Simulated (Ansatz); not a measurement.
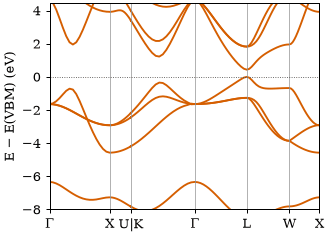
Band structure from DFT-PBE in the program Ansatz with PAW potentials

**Question.** Read off the gap and where the band edges lie.

**Answer.** About 0.4 eV (0.43 eV by a search for the band edges); maximum at L, minimum at L.

**Question.** Which of these materials gives this?
A) BaO, rock salt
B) PbSe, rock salt
C) TePb, rock salt
D) ZnSe, zinc blende

**Answer.** B, PbSe, rock salt

Space group Fm-3m (rock salt). The PBE relaxation kept the symmetry of its start. Spin–orbit coupling is left out wherever it is not named.

Potentials: the later of the program's two PAW sets.
